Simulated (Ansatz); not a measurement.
# HfC (Fm-3m): the Drude term of Re ε in the infrared

Re ε of HfC (Fm-3m) at low photon energies is read from one computed spectrum; the carriers' damping was typed as γ = 0.1 eV.

It takes space group Fm-3m (No. 225, cubic). Conventional cell: a = 4.650 Å, b = 4.650 Å, c = 4.650 Å, α = 90.00°, β = 90.00°, γ = 90.00°. Hf on site b has 6 C at 2.33 Å as nearest neighbours. Around C on site a lie 6 Hf at 2.33 Å.

Method: Ansatz 0.2.0, PBE, independent particles, k-mesh 18×18×18 with interpolation inside its cells, Gaussian parameter 0.2 eV.

Launch of the response step: `ansatz run input.yaml --threads 4 --pin off --max-ram 8192MiB --backend cpu --events-out ev --progress --plain --runs-dir out`. The run took 12 s, on 4 threads of Intel(R) Xeon(R) Platinum 8488C (Sapphire Rapids) (shared host).

| photon energy E (eV) | wavelength (µm) | Re ε |
| --- | --- | --- |
| 0.25 | 4.96 | ? |
| 0.30 | 4.13 | -76.7 |
| 0.35 | 3.54 | -49.4 |
| 0.40 | 3.10 | -32.1 |
| 0.50 | 2.48 | -13.7 |
| 0.60 | 2.07 | -5.7 |
| 0.70 | 1.77 | -2.5 |

A Drude term over a constant background gives Re ε = ε_b − ωp²/(E² + γ²), linear in 1/(E² + γ²).

Working, on the rows shown:

| x = 1/(E² + γ²) (eV⁻²) | y = Re ε |
| --- | --- |
| 10 | -76.7 |
| 7.54717 | -49.4 |
| 5.88235 | -32.1 |
| 3.84615 | -13.7 |
| 2.7027 | -5.7 |
| 2 | -2.5 |

Means: x̄ = 5.3297, ȳ = -30.017. Σ(x − x̄)(y − ȳ) = -441.9, Σ(x − x̄)² = 47.22. Slope = -441.9 / 47.22 = -9.357; intercept = ȳ − slope · x̄ = 19.854. The line misses the rows shown by at most 3.6.

**Question.** What does the fit predict for the withheld row, and how well does it do?

**Answer.** At x = 13.793 the line gives y = -109.21. The run gave -121.3, so the extrapolation is off by 12, 10 % of the range in the table. Beyond its data the fit drifts from the curve.

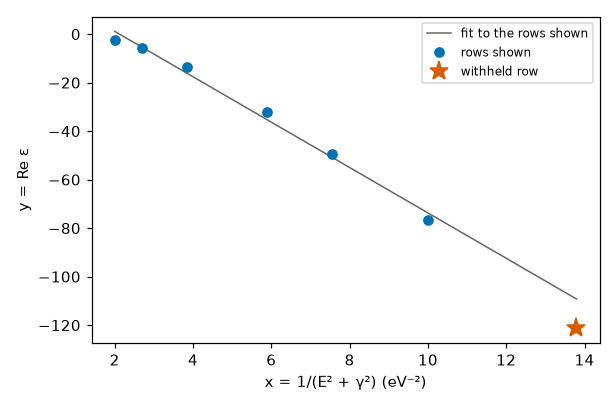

Refitted with all rows, the slope is -10.16 and the intercept 23.407. These give ωp = √(−slope) = 3.19 eV, against 3.58 eV from the program's Fermi-surface sum, and an intercept of 23.4. Taking the program's Drude term off the rows leaves 55 at the lowest energy and 23 at the highest, so the background isn't constant: interband transitions lie in or near the window, and neither fitted number can be trusted. The cell comes from an older database entry, whose edges can be off by a per cent or so. The values come from a sum over the points of one k-mesh and carry its error, which is largest for Fermi-surface quantities. Spin-orbit coupling is left out.
